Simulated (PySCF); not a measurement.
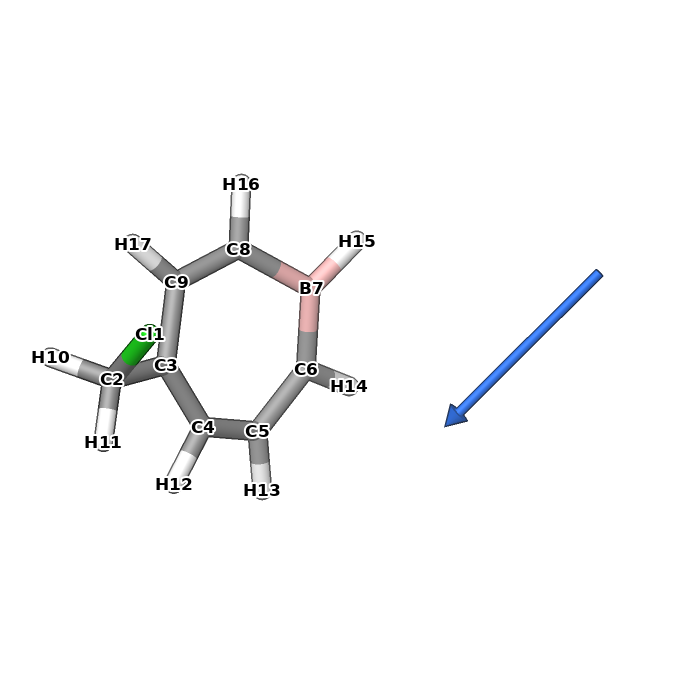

The arrow beside the molecule shows the direction of the dipole moment, from the negative to the positive end (its length means nothing). Geometry: a frame of a GFN2-xTB molecular-dynamics simulation, not a minimum. Level of theory: PBE0/pcSseg-1, gas phase (PySCF 2.14.0).

Q: How large is the dipole moment?

A: 2.72 D; it points from the side of H15 to the side of H11, H12 (the outermost atoms at the two ends).
